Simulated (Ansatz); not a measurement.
C$_{3}$H$_{10}$Si$_{3}$: several calculations on one system

### Relaxation

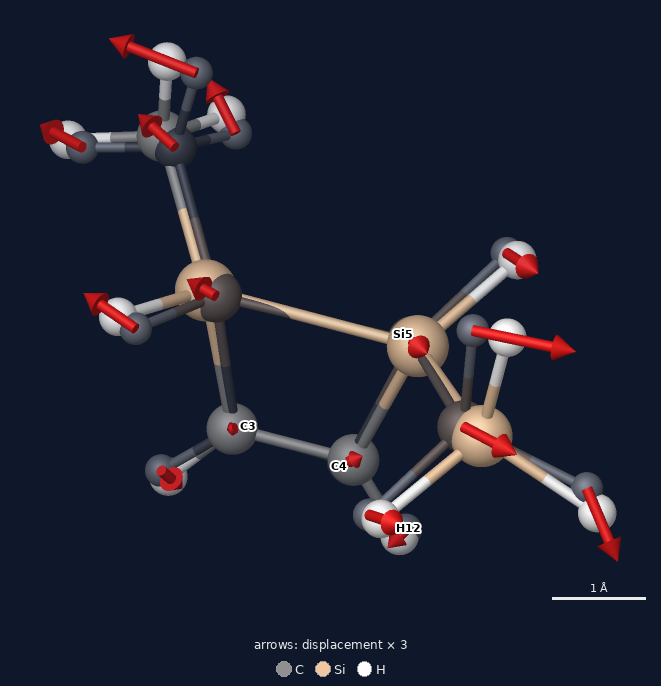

This is a relaxation of C$_{3}$H$_{10}$Si$_{3}$. The starting structure is drawn faded, the final one solid; red arrows show the displacements, magnified 3 times. The two geometries are superimposed by the best rigid fit.

A ball-and-stick model, seen from a free direction.

The run prepares an end point of a later path (torsion) calculation, from a guessed geometry.

Method: RKS PBE-D4/6-31G (Ansatz). (no spin polarisation; force threshold 0.015 eV/Å; at most 40 steps)

What did the optimiser do to the structure, and how much energy did it gain?

Answer. After 10 accepted moves (11 points after the start) the energy has fallen by 69.7 kJ/mol. The largest force component goes from 3.9 to 0.0086 eV/Å. The line search rejected the trial step at point 3 of the run. The largest move after the best rigid fit is that of an H atom, 0.40 Å. By element the largest moves are H 0.40 Å, Si 0.25 Å, C 0.21 Å. Near-neighbour distances that change, for instance: Si–Si 2.206 → 2.399 Å, Si–Si 2.281 → 2.366 Å, C–Si 1.847 → 1.922 Å, C–C 1.292 → 1.367 Å. Bond angles that change, for instance: C–C–H 134.3° → 124.8°, Si–Si–Si 112.1° → 119.5°, Si–Si–H 116.2° → 110.0°.

### Relaxation

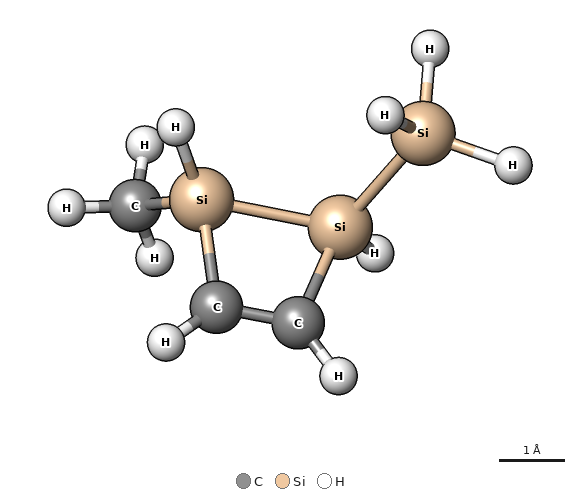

This is the input geometry for a relaxation of C$_{3}$H$_{10}$Si$_{3}$. The picture is a ball-and-stick view, seen at a tilt.

The run prepares an end point of a later path (torsion) calculation, from a guessed geometry.

Computed with RKS PBE-D4/6-31G in Ansatz 0.2.0.

The input:
```yaml
crystal:
  periodic: [false, false, false]
  atoms:
    - { symbol: C, position_ang: [0.2016, -2.58, -0.7037] }
    - { symbol: Si, position_ang: [0.6847, -0.9133, -0.0719] }
    - { symbol: C, position_ang: [2.20469, -0.91801, 1.08391] }
    - { symbol: C, position_ang: [3.10326, -0.21588, 0.47598] }
    - { symbol: Si, position_ang: [2.22375, 0.18623, -1.207] }
    - { symbol: Si, position_ang: [1.70635, 2.39652, -1.43365] }
    - { symbol: H, position_ang: [-0.5068, -2.4362, -1.5588] }
    - { symbol: H, position_ang: [1.046, -3.1106, -1.0651] }
    - { symbol: H, position_ang: [-0.3555, -3.1049, 0.0956] }
    - { symbol: H, position_ang: [-0.47674, -0.12181, 0.47689] }
    - { symbol: H, position_ang: [2.23129, -1.34116, 2.08699] }
    - { symbol: H, position_ang: [4.13709, 0.04492, 0.69086] }
    - { symbol: H, position_ang: [2.86436, -0.48601, -2.42278] }
    - { symbol: H, position_ang: [2.89083, 3.2038, -1.86642] }
    - { symbol: H, position_ang: [1.14399, 2.96121, -0.18685] }
    - { symbol: H, position_ang: [0.66943, 2.60057, -2.48539] }
basis:
  gaussian: { orbitals: "6-31G" }
hamiltonian:
  xc: pbe
  dispersion: d4
relax:
  f_tol: 0.015
  max_steps: 40
output:
  orbitals: {}
```

Run as
```bash
ansatz run input.yaml --threads 1 --pin off --max-ram 2048MiB --backend cpu --events-out ev --progress --plain --runs-dir out
```

Q: What does the optimiser find from here?

A: H16 moves most after the best rigid fit: 0.34 Å. Largest moves by element: H 0.34 Å, Si 0.24 Å, C 0.22 Å. Some distances before and after: Si2–Si5 2.206 → 2.400 Å, Si5–Si6 2.281 → 2.367 Å, C1–Si2 1.847 → 1.923 Å, C3–C4 1.292 → 1.367 Å. Bond angles that change, for instance: C3–C4–H12 134.3° → 124.8°, Si2–Si5–Si6 112.1° → 118.7°, Si5–C4–H12 123.5° → 129.6°. The energy falls by 16.7 kcal/mol in 6 geometry steps. Largest force component: 3.2 eV/Å at the start, 0.014 eV/Å at the end. The run took 27 s on 1 thread of AMD EPYC 9R45 96-Core Processor (Zen 5) (shared host), peak memory 0.17 GiB.

Final geometry:

```xyz
16

C     0.0939   -2.7636   -0.6589
Si    0.6199   -1.0268   -0.0235
C     2.1809   -0.9330    1.1150
C     3.0956   -0.1969    0.4148
Si    2.2129    0.2890   -1.2437
Si    1.8026    2.6036   -1.5206
H    -0.6662   -2.6612   -1.4513
H     0.9635   -3.2983   -1.0732
H    -0.3356   -3.3658    0.1595
H    -0.5991   -0.3023    0.5310
H     2.3562   -1.3511    2.1153
H     4.0999    0.0616    0.7749
H     2.8567   -0.2846   -2.4981
H     3.0672    3.3879   -1.8176
H     1.1895    3.1658   -0.2544
H     0.8305    2.8410   -2.6605
```

The end point in the same view:

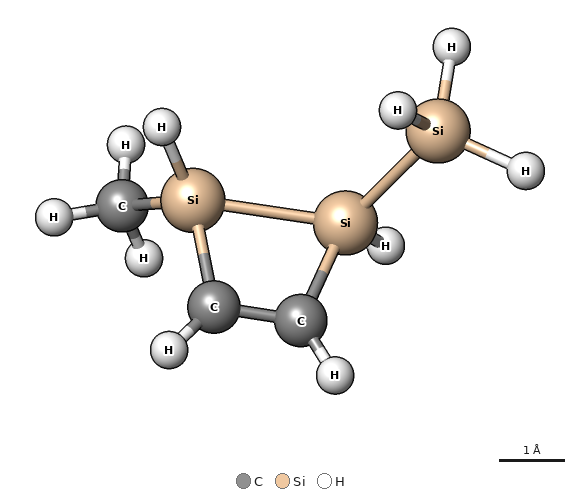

### Path

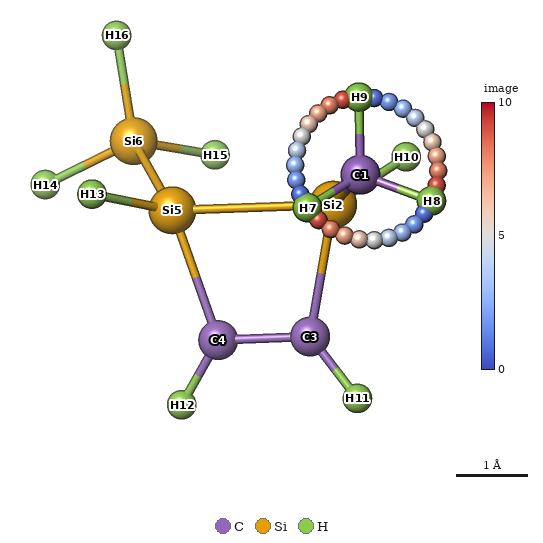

A nudged-elastic-band calculation for C3H10Si3. Images are numbered from 0 (start) to 10 (end). The start is drawn whole; smaller spheres mark the moving atoms (H) in the later images, joined by lines and coloured by the number of the image. A ball-and-stick model, seen from a free direction.

Theory: RKS PBE-D4/6-31G (Ansatz).

The input:
```yaml
crystal:
  periodic: [false, false, false]
  atoms:
    - { symbol: C, position_ang: [0.248392, -2.759277, -0.811039] }
    - { symbol: Si, position_ang: [0.739839, -1.024516, -0.145416] }
    - { symbol: C, position_ang: [1.166244, 0.33363, -1.455238] }
    - { symbol: C, position_ang: [0.213063, 1.301224, -1.296656] }
    - { symbol: Si, position_ang: [-0.919674, 0.682378, 0.152343] }
    - { symbol: Si, position_ang: [-0.884563, 2.012567, 2.10904] }
    - { symbol: H, position_ang: [-0.524099, -2.665138, -1.590587] }
    - { symbol: H, position_ang: [1.125425, -3.272075, -1.241535] }
    - { symbol: H, position_ang: [-0.150271, -3.380463, 0.008139] }
    - { symbol: H, position_ang: [1.785251, -1.181963, 0.950092] }
    - { symbol: H, position_ang: [1.980859, 0.381272, -2.190257] }
    - { symbol: H, position_ang: [0.159577, 2.229762, -1.879982] }
    - { symbol: H, position_ang: [-2.358269, 0.390418, -0.252255] }
    - { symbol: H, position_ang: [-1.559673, 3.356398, 1.905998] }
    - { symbol: H, position_ang: [0.547703, 2.267844, 2.532664] }
    - { symbol: H, position_ang: [-1.592703, 1.305338, 3.248888] }
basis:
  gaussian: { orbitals: "6-31G" }
hamiltonian:
  xc: pbe
  dispersion: d4
neb:
  order_check: false
  images: 9
  f_tol: 0.05
  max_iterations: 34
  initial_path: idpp
  final_atoms:
    - { symbol: C, position_ang: [0.21848928, -2.76419461, -0.80288516] }
    - { symbol: Si, position_ang: [0.71201879, -1.04069795, -0.10802431] }
    - { symbol: C, position_ang: [1.25268394, 0.30938751, -1.38348928] }
    - { symbol: C, position_ang: [0.31542175, 1.29941102, -1.28133133] }
    - { symbol: Si, position_ang: [-0.9192804, 0.70746403, 0.09366802] }
    - { symbol: Si, position_ang: [-0.93750112, 2.02514391, 2.05988456] }
    - { symbol: H, position_ang: [-0.26171445, -3.3658921, -0.01333883] }
    - { symbol: H, position_ang: [-0.49065555, -2.65047396, -1.63827848] }
    - { symbol: H, position_ang: [1.10698689, -3.30929909, -1.16388555] }
    - { symbol: H, position_ang: [1.68044656, -1.22343891, 1.05260397] }
    - { symbol: H, position_ang: [2.11367902, 0.33834119, -2.06454387] }
    - { symbol: H, position_ang: [0.32231374, 2.23117118, -1.86172497] }
    - { symbol: H, position_ang: [-2.34205333, 0.4661834, -0.39074017] }
    - { symbol: H, position_ang: [-1.61329863, 3.36814153, 1.85479329] }
    - { symbol: H, position_ang: [0.48532004, 2.2812112, 2.5128332] }
    - { symbol: H, position_ang: [-1.66575551, 1.30494066, 3.17865791] }
```

Command:
```bash
ansatz run input.yaml --threads 1 --pin off --max-ram 2048MiB --backend cpu --events-out ev --progress --plain --runs-dir out
```

### What moves, how far, and at what cost in energy?

The motion is a rotation about the C1–Si2 bond by about 120°. No bond forms or breaks between the ends. The two ends have nearly the same energy, and the highest point, image 5, lies 1.08 kcal/mol above the start. The band converged in 4 iterations. The largest component of the band force went from 0.47 to 0.037 eV/Å. The climbing image converged on the top of the path. Its vibrational analysis gives one imaginary mode (127i cm⁻¹), as a transition state must have.

The run took 2.4 min on 1 thread of AMD EPYC 9R45 96-Core Processor (Zen 5), with other jobs on the host, peak memory 0.17 GiB.
